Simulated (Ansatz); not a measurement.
# wB97X/def2-SVP (core potential) run of SnH2O2 (SMILES [OH][Sn][OH])

What is the electronic atomisation energy of SnH2O2 at wB97X/def2-SVP (core potential)? 

Program for the calculation: Ansatz 0.2.0.

45 further runs of the same task are left out: 45 set aside as unsound or not needed.

## Step 1: Starting point

SnH2O2: 5 atoms, total charge 0, spin state singlet. SMILES: `[OH][Sn][OH]`. The coordinates come from a PBE0-D4/def2-TZVP relaxation. This is one conformer, not always the lowest.

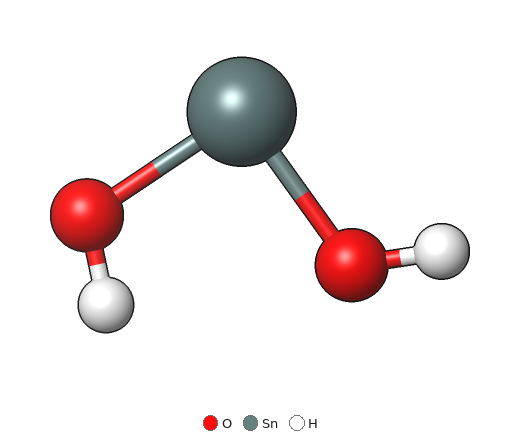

The structure, seen from a chosen angle (oxygen red, tin teal, hydrogen white).

## Step 2: The energy at wB97X/def2-SVP (core potential)

Contents of input.yaml:

```yaml
crystal:
  periodic: [false, false, false]
  atoms:
    - {symbol: O, position_ang: [-0.984300, 0.177800, -0.613800]}
    - {symbol: Sn, position_ang: [-0.153700, -0.943900, 0.800900]}
    - {symbol: O, position_ang: [1.561800, 0.002900, 0.636100]}
    - {symbol: H, position_ang: [-1.901200, -0.005600, -0.831400]}
    - {symbol: H, position_ang: [1.527200, 0.695100, -0.033300]}
basis:
  gaussian: {orbitals: def2-SVP}
hamiltonian: {xc: {name: wB97X}}
accuracy: high
output: {orbitals: {seedname: orbitals}}
```

The run is started by

```sh
ansatz run input.yaml --threads 1 --pin off --max-ram 3480MiB --events-out events.jsonl --progress --plain --runs-dir runs
```

Standard output:

```text
Warning: RAYON_NUM_THREADS=1 ignored (pool sized by the plan → 1); use --threads N
Functional definition: wB97X
  name "wB97X"
  parameter omega = 0.3/bohr
  parameter cx = 0.157706
  parameter cx1 = 0.726479
  parameter cx2 = 1.04760
  parameter cx3 = -5.70635
  parameter cx4 = 13.2794
  parameter css1 = -4.33879
  parameter css2 = 18.2308
  parameter css3 = -31.7430
  parameter css4 = 17.2901
  parameter cos1 = 2.37031
  parameter cos2 = -11.3995
  parameter cos3 = 6.58405
  parameter cos4 = -3.78132
  exchange = spin_sum(e_x_unif_sr(omega)*poly(b97_u_x, 1 - cx, cx1, cx2, cx3, cx4)) + cx*exact_x_sr(omega)
      + exact_x_lr(omega)
  correlation = spin_sum(e_c_pw_same_spin*poly(b97_u_same, 1, css1, css2, css3, css4))
      + integral(e_c_pw_opposite_spin*poly(b97_u_opposite, 1, cos1, cos2, cos3, cos4))
1456 factors; integrals over basis functions are off by at most 3.2e-9 eV
287 factors; integrals over basis functions are off by at most 1.8e-9 eV
mean field evaluation 1: about -9946.9453 eV, gradient 6.8e1 eV
mean field evaluation 2: about -9938.8277 eV, gradient 9.6e1 eV
mean field evaluation 4: about -9955.7893 eV, gradient 1.1e0 eV
mean field evaluation 8: about -9955.8556 eV, gradient 2.6e-1 eV
mean field evaluation 16: about -9955.8558 eV, gradient 1.5e-4 eV
mean field -9955.85580868 eV, -365.8709526477 hartree, gradient 2.7e-8 eV, S^2 0.000000; 0 other end points of the search recorded, 0 dependent functions left out
reference -9955.85580613 eV, -365.8709525538 hartree; 20, 20 occupied and 44, 44 virtual orbitals, 1456 factors
Total energy: -9955.85580613 eV, -365.8709525538 hartree
```

It took 18 s on 1 thread of Arm Neoverse V1, shared host; peak memory 0.34 GiB.

## Step 3: The H atom, same level

Contents of job.yaml:

```yaml
basis:
  gaussian: {orbitals: def2-SVP}
crystal:
  periodic: [false, false, false]
  atoms:
    - {symbol: H, position_ang: [0.000000, 0.000000, 0.000000]}
magnetization: {spin_polarized: true, initial_magnetization: 1}
hamiltonian: {xc: {name: wB97X}}
accuracy: high
```

Run the same way, it converges to -0.50060 Eh (log not shown).

## Step 4: The O atom, same level

Contents of run.yaml:

```yaml
crystal:
  periodic: [false, false, false]
  atoms:
    - {symbol: O, position_ang: [0.000000, 0.000000, 0.000000]}
basis:
  gaussian: {orbitals: def2-SVP}
total_charge: 0
magnetization: {spin_polarized: true, initial_magnetization: 2}
hamiltonian: {xc: {name: wB97X}}
accuracy: high
```

Run the same way, it converges to -74.98253 Eh (log not shown).

## Step 5: The Sn atom at the same level

Contents of molecule.yaml:

```yaml
basis:
  gaussian: {orbitals: def2-SVP}
crystal:
  periodic: [false, false, false]
  atoms:
    - {symbol: Sn, position_ang: [0.000000, 0.000000, 0.000000]}
magnetization: {spin_polarized: true, initial_magnetization: 2}
hamiltonian: {xc: {name: wB97X}}
accuracy: high
```

Run the same way, it converges to -214.27734 Eh (log not shown).

## Step 6: Results

At wB97X/def2-SVP (core potential):

| quantity | value |
| --- | --- |
| molecule: total energy | -365.87095 Eh |
| molecule: HOMO energy | -9.47 eV |
| molecule: LUMO energy | 0.19 eV |
| molecule: HOMO–LUMO gap | 9.66 eV |
| H atom: total energy | -0.50060 Eh |
| H atom: ⟨S²⟩ | 0.750 |
| O atom: total energy | -74.98253 Eh |
| O atom: ⟨S²⟩ | 2.003 |
| Sn atom: total energy | -214.27734 Eh |
| Sn atom: ⟨S²⟩ | 2.002 |
| electronic atomisation energy | 17.071 eV |

In words: Taking the molecule apart into free atoms costs 17.07 eV (394 kcal/mol), before zero-point energy and without spin-orbit coupling.
